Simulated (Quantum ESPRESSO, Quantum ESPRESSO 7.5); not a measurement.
# 1T-PtSe2, 1 layer: vacuum convergence

Aim: how far one choice must go before the vacuum level and the energy of 1T-PtSe2, 1 layer stand still, and what it costs.

Method: plane-wave DFT, PBE, PseudoDojo norm-conserving pseudopotentials, in Quantum ESPRESSO 7.5.

### Step 1. The starting structure

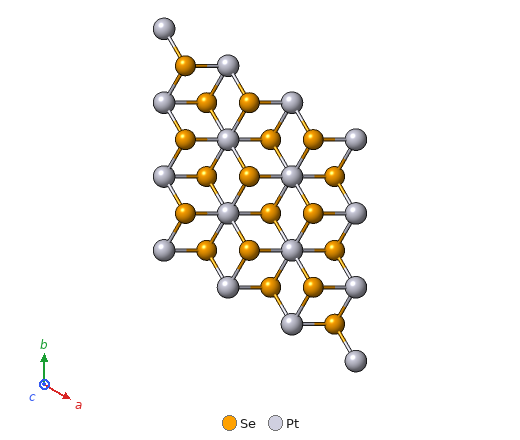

The starting structure, seen from above (selenium orange, platinum light grey). 3×3×1 cells are drawn. Some periodic images of atoms are drawn too.

The cell holds 3 atoms: 2 Se and 1 Pt. Cell: a = 3.750 Å, b = 3.750 Å, c = 26.268 Å, α = 90.0°, β = 90.0°, γ = 120.0°. It derives from PtSe2. Vacuum lies along c.

### Step 2. Self-consistent run: 24 Å of vacuum

The first run is the reference of the series.

The input, c0.in:

```
&control
  prefix = 'c0'
  outdir = './out'
  pseudo_dir = './pseudo'
  calculation = 'scf'
  tprnfor = .true.
/
&system
  ibrav = 0
  nat = 3
  ntyp = 2
  ecutwfc = 78
  ecutrho = 312
  occupations = 'smearing'
  smearing = 'fd'
  degauss = 0.004
/
&electrons
  conv_thr = 1e-07
  mixing_beta = 0.4
  electron_maxstep = 120
  mixing_mode = 'local-TF'
/
ATOMIC_SPECIES
  Se  78.9710  Se.dojo-sr-pbe-0.4.1-standard.upf
  Pt  195.0840  Pt.dojo-sr-pbe-0.4.1-standard.upf
CELL_PARAMETERS angstrom
  3.75000000000000 0.00000000000000 0.00000000000000
  -1.87500000000000 3.24759526419164 0.00000000000000
  0.00000000000000 0.00000000000000 26.26771779549397
ATOMIC_POSITIONS crystal
  Se  0.666666666667 0.333333333333 0.456834510460
  Pt  0.000000000000 0.000000000000 0.500000000000
  Se  0.333333333333 0.666666666667 0.543165489540
K_POINTS automatic
  6 6 1 0 0 0
```

Command:

```bash
$ OMP_NUM_THREADS=1 mpirun -n 4 pw.x -nk 2 -in c0.in > c0.out
```

Output:

```text
Program PWSCF v.7.5 starts
[citation notice left out]

     Parallel version (MPI & OpenMP), running on       4 processor cores
     Number of MPI processes:                 4
     Threads/MPI process:                     1

     MPI processes distributed on     1 nodes
[...]
Current dimensions of program PWSCF are:
     Max number of different atomic species (ntypx) = 10
     Max number of k-points (npk) =  40000
     Max angular momentum in pseudopotentials (lmaxx) =  4
     Message from routine setup:
     using ibrav=0 with symmetry is DISCOURAGED, use correct ibrav instead

     K-points division:     npool     =       2
     R & G space division:  proc/nbgrp/npool/nimage =       2
     Subspace diagonalization in iterative solution of the eigenvalue problem:
     a serial algorithm will be used

     Parallelization info
     --------------------
     sticks:   dense  smooth     PW     G-vecs:    dense   smooth      PW
     Min         534     534    156               100326   100326   15313
     Max         535     535    157               100365   100365   15316
     Sum        1069    1069    313               200691   200691   30629

     Using Slab Decomposition

     bravais-lattice index     =            0
     lattice parameter (alat)  =       7.0865  a.u.
     unit-cell volume          =    2158.7985 (a.u.)^3
     number of atoms/cell      =            3
     number of atomic types    =            2
     number of electrons       =        50.00
     number of Kohn-Sham states=           30
     kinetic-energy cutoff     =      78.0000  Ry
     charge density cutoff     =     312.0000  Ry
     scf convergence threshold =      1.0E-07
     mixing beta               =       0.4000
     number of iterations used =            8  local-TF  mixing
     Exchange-correlation= PBE
                           (   1   4   3   4   0   0   0)

     celldm(1)=   7.086473  celldm(2)=   0.000000  celldm(3)=   0.000000
     celldm(4)=   0.000000  celldm(5)=   0.000000  celldm(6)=   0.000000

     crystal axes: (cart. coord. in units of alat)
               a(1) = (   1.000000   0.000000   0.000000 )
               a(2) = (  -0.500000   0.866025   0.000000 )
               a(3) = (   0.000000   0.000000   7.004725 )

     reciprocal axes: (cart. coord. in units 2 pi/alat)
               b(1) = (  1.000000  0.577350 -0.000000 )
               b(2) = (  0.000000  1.154701  0.000000 )
               b(3) = (  0.000000 -0.000000  0.142761 )

     PseudoPot. # 1 for Se read from file:
     ./pseudo/Se.dojo-sr-pbe-0.4.1-standard.upf
     Pseudo is Norm-conserving + core correction, Zval = 16.0
     Generated using ONCVPSP code by D. R. Hamann
     Using radial grid of 1214 points,  6 beta functions with:
                l(1) =   0
                l(2) =   0
                l(3) =   1
                l(4) =   1
                l(5) =   2
                l(6) =   2

     PseudoPot. # 2 for Pt read from file:
     ./pseudo/Pt.dojo-sr-pbe-0.4.1-standard.upf
     Pseudo is Norm-conserving + core correction, Zval = 18.0
     Generated using ONCVPSP code by D. R. Hamann
     Using radial grid of 1374 points,  8 beta functions with:
                l(1) =   0
                l(2) =   0
                l(3) =   1
                l(4) =   1
                l(5) =   2
                l(6) =   2
                l(7) =   3
                l(8) =   3

     atomic species   valence    mass     pseudopotential
     Se               16.00    78.97100     Se( 1.00)
     Pt               18.00   195.08400     Pt( 1.00)

     12 Sym. Ops., with inversion, found

   Cartesian axes

     site n.     atom                  positions (alat units)
         1        Se     tau(   1) = (   0.5000000   0.2886751   3.2000000  )
         2        Pt     tau(   2) = (   0.0000000   0.0000000   3.5023624  )
         3        Se     tau(   3) = (  -0.0000000   0.5773503   3.8047247  )

     number of k points=     7  Fermi-Dirac smearing, width (Ry)=  0.0040
                       cart. coord. in units 2pi/alat
        k(    1) = (   0.0000000   0.0000000   0.0000000), wk =   0.0555556
        k(    2) = (   0.0000000   0.1924501   0.0000000), wk =   0.3333333
        k(    3) = (   0.0000000   0.3849002   0.0000000), wk =   0.3333333
        k(    4) = (   0.0000000  -0.5773503   0.0000000), wk =   0.1666667
        k(    5) = (   0.1666667   0.2886751   0.0000000), wk =   0.3333333
        k(    6) = (   0.1666667   0.4811252   0.0000000), wk =   0.6666667
        k(    7) = (   0.3333333   0.5773503   0.0000000), wk =   0.1111111

     Dense  grid:   200691 G-vectors     FFT dimensions: (  40,  40, 288)

     Estimated max dynamical RAM per process >     152.29 MB

     Estimated total dynamical RAM >     560.17 MB

     Initial potential from superposition of free atoms

     starting charge      49.9997, renormalised to      50.0000

     negative rho (up, down):  9.023E-05 0.000E+00
     Starting wfcs are   28 randomized atomic wfcs +    2 random wfcs

     total cpu time spent up to now is        1.2 secs

     per-process dynamical memory:    86.2 Mb

     Self-consistent Calculation

     iteration #  1     ecut=    78.00 Ry     beta= 0.40
     Davidson diagonalization with overlap
     ethr =  1.00E-02,  avg # of iterations =  6.6

     Threshold (ethr) on eigenvalues was too large:
     Diagonalizing with lowered threshold

     Davidson diagonalization with overlap
     ethr =  5.99E-04,  avg # of iterations =  2.1

     negative rho (up, down):  2.329E-04 0.000E+00

     total cpu time spent up to now is        7.0 secs

     total energy              =    -746.18529128 Ry
     estimated scf accuracy    <       0.30274281 Ry

     iteration #  2     ecut=    78.00 Ry     beta= 0.40
[...]
negative rho (up, down):  3.776E-04 0.000E+00

[...]
total energy              =    -746.17758406 Ry
     estimated scf accuracy    <       0.06656835 Ry

     iteration #  3     ecut=    78.00 Ry     beta= 0.40
[...]
negative rho (up, down):  2.668E-04 0.000E+00

[...]
total energy              =    -746.18820041 Ry
     estimated scf accuracy    <       0.00229969 Ry

     iteration #  4     ecut=    78.00 Ry     beta= 0.40
[...]
negative rho (up, down):  1.862E-04 0.000E+00

[...]
total energy              =    -746.18846083 Ry
     estimated scf accuracy    <       0.00047185 Ry

     iteration #  5     ecut=    78.00 Ry     beta= 0.40
[...]
negative rho (up, down):  5.337E-05 0.000E+00

[...]
total energy              =    -746.18849022 Ry
     estimated scf accuracy    <       0.00003142 Ry

     iteration #  6     ecut=    78.00 Ry     beta= 0.40
[...]
negative rho (up, down):  1.209E-05 0.000E+00

[...]
total energy              =    -746.18849356 Ry
     estimated scf accuracy    <       0.00002151 Ry

     iteration #  7     ecut=    78.00 Ry     beta= 0.40
[...]
total energy              =    -746.18849690 Ry
     estimated scf accuracy    <       0.00000065 Ry

     iteration #  8     ecut=    78.00 Ry     beta= 0.40
[...]
total energy              =    -746.18849690 Ry
     estimated scf accuracy    <       0.00000037 Ry

     iteration #  9     ecut=    78.00 Ry     beta= 0.40
[...]
End of self-consistent calculation

          k = 0.0000 0.0000 0.0000 ( 25039 PWs)   bands (ev):

  -101.0653 -55.3103 -55.3103 -55.0547 -49.7910 -49.7910 -49.7874 -49.7874
   -49.7139 -49.7139 -49.7073 -49.7073 -49.6830 -49.6828 -17.0497 -14.3389
    -8.3127  -8.3127  -7.4451  -5.4846  -5.4846  -3.1399  -2.7752  -2.5062
    -2.5062   1.0818   1.0818   2.4849   2.8012   3.4411

          k = 0.0000 0.1925 0.0000 ( 25031 PWs)   bands (ev):

  -101.0652 -55.3126 -55.3110 -55.0545 -49.7907 -49.7904 -49.7884 -49.7878
   -49.7133 -49.7129 -49.7085 -49.7076 -49.6831 -49.6827 -16.7269 -14.4743
    -8.1822  -8.0875  -7.2154  -5.9427  -5.6941  -4.2067  -2.6536  -2.5028
    -2.1921  -0.3666   0.7199   3.2038   3.3621   3.8682

          k = 0.0000 0.3849 0.0000 ( 25099 PWs)   bands (ev):

  -101.0652 -55.3170 -55.3122 -55.0543 -49.7903 -49.7902 -49.7891 -49.7884
   -49.7121 -49.7120 -49.7099 -49.7084 -49.6831 -49.6826 -15.9218 -14.7705
    -8.2581  -7.6240  -7.1600  -6.2327  -5.7753  -4.7417  -3.6828  -3.6309
    -2.4622  -0.3840   0.7622   2.8666   4.3958   4.5274

          k = 0.0000-0.5774 0.0000 ( 25104 PWs)   bands (ev):

  -101.0651 -55.3192 -55.3129 -55.0541 -49.7912 -49.7899 -49.7888 -49.7885
   -49.7130 -49.7109 -49.7093 -49.7091 -49.6832 -49.6825 -15.2327 -15.0978
    -8.9706  -7.4421  -6.3694  -6.2371  -5.0936  -5.0079  -4.8499  -4.1683
    -3.3792   0.3145   0.9430   2.8571   4.1113   5.6370

          k = 0.1667 0.2887 0.0000 ( 25120 PWs)   bands (ev):

  -101.0652 -55.3155 -55.3123 -55.0543 -49.7905 -49.7897 -49.7894 -49.7883
   -49.7128 -49.7113 -49.7102 -49.7080 -49.6831 -49.6827 -16.1582 -14.6814
    -7.9195  -7.7894  -7.2117  -6.2196  -6.1380  -4.8151  -3.2785  -3.1326
    -1.9549  -0.3897  -0.1253   3.9811   4.0181   4.3517

          k = 0.1667 0.4811 0.0000 ( 25158 PWs)   bands (ev):

  -101.0651 -55.3181 -55.3139 -55.0541 -49.7909 -49.7901 -49.7891 -49.7882
   -49.7136 -49.7105 -49.7099 -49.7084 -49.6831 -49.6826 -15.3814 -14.9437
    -8.5112  -7.6044  -7.0038  -6.0480  -5.9567  -5.0512  -4.4305  -3.7052
    -2.8311  -0.0667   0.2331   3.6710   5.0193   5.5012

[...]
the Fermi energy is    -1.1977 ev

!    total energy              =    -746.18849723 Ry
     estimated scf accuracy    <       0.00000006 Ry
     smearing contrib. (-TS)   =      -0.00000004 Ry
     internal energy E=F+TS    =    -746.18849720 Ry

     The total energy is F=E-TS. E is the sum of the following terms:
     one-electron contribution =   -4805.85910929 Ry
     hartree contribution      =    2392.02071010 Ry
     xc contribution           =    -144.53465251 Ry
     ewald contribution        =    1812.18455450 Ry

     convergence has been achieved in   9 iterations

     Forces acting on atoms (cartesian axes, Ry/au):

     atom    1 type  1   force =     0.00000000   -0.00000000   -0.08396331
     atom    2 type  2   force =     0.00000000   -0.00000000    0.00000000
     atom    3 type  1   force =     0.00000000    0.00000000    0.08396331

     Total force =     0.118742     Total SCF correction =     0.000491

[...]
=------------------------------------------------------------------------------=
   JOB DONE.
=------------------------------------------------------------------------------=
```

The job ended after 33 s (4 MPI ranks of Arm Neoverse V1, shared host; peak memory 0.6 GiB; 2.2 min of CPU time).

Read from the output:

| Property | Result |
| --- | --- |
| free energy | -10152.4117 eV |
| Fermi energy | -1.198 eV |
| valence top, on the run's zero | -1.955 eV |
| conduction bottom, on the run's zero | -0.3897 eV |
| gap by band count | 1.565 eV |

The program's own clock; routines nest. Time by routine:

```tsv
routine	wall time (s)	calls
PWSCF	32.36	1
electrons	30.77	1
c_bands	21.16	10
cegterg	19.78	40
h_psi	16.8	224
fftw	15.84	7230
vloc_psi	14.36	224
mix_rho	5.6	10
ffts	3.42	994
sum_band	3.26	10
calbec	1.33	240
add_vuspsi	1.21	224
h_psi:calbec	1.16	224
init_run	1.15	1
```

The run needed 9 iterations to bring the estimated error under 1e-07 Ry; the largest force on any atom, held or free, is 2.16 eV/Å, so this geometry is far from relaxed and its levels are not those of the real material.

### Step 3. Electrostatic potential

The vacuum level is read from the electrostatic potential (plot_num = 11), averaged over planes.

The input, c0.pot.in:

```
&inputpp
  prefix = 'c0'
  outdir = './out'
  filplot = 'c0.pot.dat'
  plot_num = 11
/
```

Command:

```bash
$ OMP_NUM_THREADS=1 mpirun -n 4 pp.x -in c0.pot.in > c0.pot.out
```

Output:

```text
[banner, memory and clock lines left out]
Program POST-PROC v.7.5 starts

          URL

     ./out/c0.save/

     IMPORTANT: XC functional enforced from input :
     Exchange-correlation= PBE
                           (   1   4   3   4   0   0   0)
     Any further DFT definition will be discarded
     Please, verify this is what you really want

     Calling punch_plot, plot_num =  11
     Writing data to file  c0.pot.dat
     Message from routine chdens:
     namelist plot not found or invalid, exiting
```

Elapsed: 0.98 s, on 4 MPI ranks; peak memory 0.09 GiB; 3.6 s of CPU time.

This step gave:

* potential in the middle of the vacuum, over the valence top: 5.480 eV

Electrostatic potential energy of an electron; zero at the highest filled level of the SCF mesh. Table of potential energy, planar mean by z:

```tsv
z (Å)	potential energy, planar mean (eV)
0.0	5.48
2.5	5.48
5.0	5.48
7.5	5.48
10.0	5.34
12.5	-11.0
15.0	0.385
17.5	5.48
20.0	5.48
22.5	5.48
25.0	5.48
```

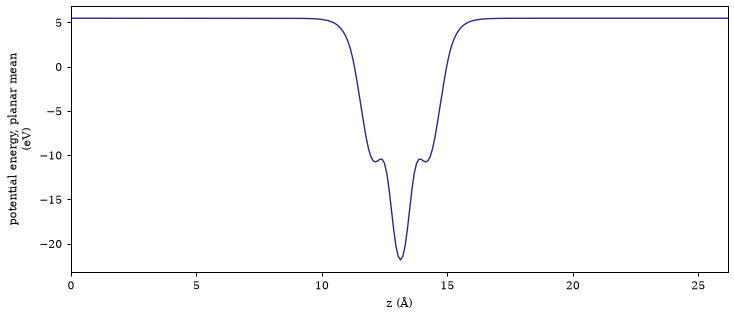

Potential energy, planar mean, plotted against z.

Inside the slab this potential holds the local part of the pseudopotentials, which can be repulsive at the nuclei; only its value in the vacuum has a meaning of its own.

### Step 4. Self-consistent run: 18 Å of vacuum

c2.in, as its differences from the input of step 2:

```diff
@@ -1,3 +1,3 @@
 &control
-  prefix = 'c0'
+  prefix = 'c2'
   outdir = './out'
@@ -29,7 +29,7 @@
   -1.87500000000000 3.24759526419164 0.00000000000000
-  0.00000000000000 0.00000000000000 26.26771779549397
+  0.00000000000000 0.00000000000000 20.26771779549397
 ATOMIC_POSITIONS crystal
-  Se  0.666666666667 0.333333333333 0.456834510460
+  Se  0.666666666667 0.333333333333 0.444055916449
   Pt  0.000000000000 0.000000000000 0.500000000000
-  Se  0.333333333333 0.666666666667 0.543165489540
+  Se  0.333333333333 0.666666666667 0.555944083551
 K_POINTS automatic
```

Command:

```bash
$ OMP_NUM_THREADS=1 mpirun -n 4 pw.x -nk 2 -in c2.in > c2.out
```

Output:

```text
[banner, memory and clock lines left out]
Program PWSCF v.7.5 starts
[...]
Message from routine setup:
[...]
number of electrons       =        50.00
     number of Kohn-Sham states=           30
     kinetic-energy cutoff     =      78.0000  Ry
     charge density cutoff     =     312.0000  Ry
[...]
number of k points=     7  Fermi-Dirac smearing, width (Ry)=  0.0040
[...]
Dense  grid:   154895 G-vectors     FFT dimensions: (  40,  40, 216)
[...]
negative rho (up, down):  6.325E-05 0.000E+00
     Starting wfcs are   28 randomized atomic wfcs +    2 random wfcs
[...]
negative rho (up, down):  2.148E-04 0.000E+00
[...]
estimated scf accuracy    <       0.30281135 Ry
[...]
negative rho (up, down):  3.961E-04 0.000E+00
[...]
estimated scf accuracy    <       0.06476574 Ry
[...]
negative rho (up, down):  3.651E-04 0.000E+00
[...]
estimated scf accuracy    <       0.00235834 Ry
[...]
negative rho (up, down):  2.499E-04 0.000E+00
[...]
estimated scf accuracy    <       0.00052133 Ry
[...]
negative rho (up, down):  1.204E-07 0.000E+00
[...]
estimated scf accuracy    <       0.00003952 Ry
[...]
estimated scf accuracy    <       0.00002857 Ry
[...]
estimated scf accuracy    <       0.00000121 Ry
[...]
estimated scf accuracy    <       0.00000046 Ry
[...]
estimated scf accuracy    <       0.00000053 Ry
[...]
the Fermi energy is    -0.1516 ev
!    total energy              =    -746.18850001 Ry
     estimated scf accuracy    <       0.00000007 Ry
     smearing contrib. (-TS)   =      -0.00000004 Ry
     internal energy E=F+TS    =    -746.18849997 Ry
[...]
one-electron contribution =   -3469.93300026 Ry
     hartree contribution      =    1725.97597165 Ry
     xc contribution           =    -144.53487432 Ry
     ewald contribution        =    1142.30340297 Ry
     convergence has been achieved in  10 iterations
[...]
Total force =     0.118762     Total SCF correction =     0.000121
[...]
```

Run time: 28 s. Hardware: 4 MPI ranks; peak memory 0.52 GiB.

This step gave:

| Quantity | Value |
| --- | --- |
| Fermi energy | -0.1516 eV |
| valence top, on the run's zero | -0.9088 eV |
| conduction bottom, on the run's zero | 0.6564 eV |

The program's own clock; routines nest. Time by routine:

```tsv
routine	wall time (s)	calls
PWSCF	27.25	1
electrons	26.03	1
c_bands	17.66	11
cegterg	16.37	44
h_psi	13.82	212
fftw	13.08	7792
vloc_psi	11.82	212
mix_rho	4.95	11
ffts	2.98	1118
sum_band	2.76	11
calbec	1.09	228
add_vuspsi	0.98	212
h_psi:calbec	0.96	212
init_run	0.87	1
```

### Step 5. Electrostatic potential

The input, c2.pot.in:

```
&inputpp
  prefix = 'c2'
  outdir = './out'
  filplot = 'c2.pot.dat'
  plot_num = 11
/
```

Command:

```bash
$ OMP_NUM_THREADS=1 mpirun -n 4 pp.x -in c2.pot.in > c2.pot.out
```

Run time: 0.9 s. Hardware: 4 MPI ranks; peak memory 0.12 GiB; 3.3 s of CPU time.

Read from the output:

* potential in the middle of the vacuum, over the valence top: 5.478 eV

Counted from each run's own zero (the valence top), the vacuum level differs from the first run's by -2 meV.

### Step 6. SCF with pw.x: 14 Å of vacuum

c4.in, as its differences from the input of step 4:

```diff
@@ -1,3 +1,3 @@
 &control
-  prefix = 'c2'
+  prefix = 'c4'
   outdir = './out'
@@ -29,7 +29,7 @@
   -1.87500000000000 3.24759526419164 0.00000000000000
-  0.00000000000000 0.00000000000000 20.26771779549397
+  0.00000000000000 0.00000000000000 16.26771779549397
 ATOMIC_POSITIONS crystal
-  Se  0.666666666667 0.333333333333 0.444055916449
+  Se  0.666666666667 0.333333333333 0.430300063475
   Pt  0.000000000000 0.000000000000 0.500000000000
-  Se  0.333333333333 0.666666666667 0.555944083551
+  Se  0.333333333333 0.666666666667 0.569699936525
 K_POINTS automatic
```

Command:

```bash
$ OMP_NUM_THREADS=1 mpirun -n 4 pw.x -nk 2 -in c4.in > c4.out
```

Output:

```text
[banner, memory and clock lines left out]
Program PWSCF v.7.5 starts
[...]
Message from routine setup:
[...]
number of electrons       =        50.00
     number of Kohn-Sham states=           30
     kinetic-energy cutoff     =      78.0000  Ry
     charge density cutoff     =     312.0000  Ry
[...]
number of k points=     7  Fermi-Dirac smearing, width (Ry)=  0.0040
[...]
Dense  grid:   124349 G-vectors     FFT dimensions: (  40,  40, 180)
[...]
negative rho (up, down):  3.855E-05 0.000E+00
     Starting wfcs are   28 randomized atomic wfcs +    2 random wfcs
[...]
negative rho (up, down):  1.381E-04 0.000E+00
[...]
estimated scf accuracy    <       0.30297874 Ry
[...]
negative rho (up, down):  3.096E-04 0.000E+00
[...]
estimated scf accuracy    <       0.07083832 Ry
[...]
negative rho (up, down):  2.404E-04 0.000E+00
[...]
estimated scf accuracy    <       0.00221364 Ry
[...]
negative rho (up, down):  1.467E-04 0.000E+00
[...]
estimated scf accuracy    <       0.00055505 Ry
[...]
estimated scf accuracy    <       0.00004154 Ry
[...]
estimated scf accuracy    <       0.00003218 Ry
[...]
estimated scf accuracy    <       0.00000111 Ry
[...]
estimated scf accuracy    <       0.00000066 Ry
[...]
estimated scf accuracy    <       0.00000016 Ry
[...]
the Fermi energy is     0.9730 ev
!    total energy              =    -746.18849844 Ry
     estimated scf accuracy    <       0.00000006 Ry
     smearing contrib. (-TS)   =      -0.00000004 Ry
     internal energy E=F+TS    =    -746.18849841 Ry
[...]
one-electron contribution =   -2591.26105183 Ry
     hartree contribution      =    1288.70387733 Ry
     xc contribution           =    -144.53483908 Ry
     ewald contribution        =     700.90351517 Ry
     convergence has been achieved in  10 iterations
[...]
Total force =     0.118638     Total SCF correction =     0.000047
[...]
```

It took 22 s on 4 MPI ranks; peak memory 0.45 GiB; 86 s of CPU time.

Numbers from this step:

```
Fermi energy                         : 0.973 eV
valence top, on the run's zero       : 0.2159 eV
conduction bottom, on the run's zero : 1.781 eV
```

The program's own clock; routines nest. Time by routine:

```tsv
routine	wall time (s)	calls
PWSCF	21	1
electrons	19.97	1
c_bands	13.68	11
cegterg	12.65	44
h_psi	10.72	201
fftw	10.2	7756
vloc_psi	9.17	201
mix_rho	3.63	11
ffts	2.14	1118
sum_band	2.13	11
calbec	0.84	217
add_vuspsi	0.76	201
h_psi:calbec	0.74	201
init_run	0.73	1
```

### Step 7. Potential by pp.x

The input, c4.pot.in:

```
&inputpp
  prefix = 'c4'
  outdir = './out'
  filplot = 'c4.pot.dat'
  plot_num = 11
/
```

Command:

```bash
$ OMP_NUM_THREADS=1 mpirun -n 4 pp.x -in c4.pot.in > c4.pot.out
```

It took 0.85 s on 4 MPI ranks; peak memory 0.12 GiB.

This step gave:

* potential in the middle of the vacuum, over the valence top: 5.476 eV

Counted from each run's own zero (the valence top), the vacuum level differs from the first run's by -4 meV.

(Part 1 of 2 ends here.)

[Logs are printed without paths, hosts, clocks, repeated set-up lines and the standing remarks that a program may print on its own settings, such as how far it seeks lower states.]

[Hosts, paths, dates, database ids (printed as entryN), source tags and the programs' standing remarks are cut or masked in the printed files.]

[Maps of the electrostatic potential energy from Ansatz leave out the sawtooth potential of an applied field or a dipole correction, so their vacuum need not be flat; planar profiles and work functions include it.]
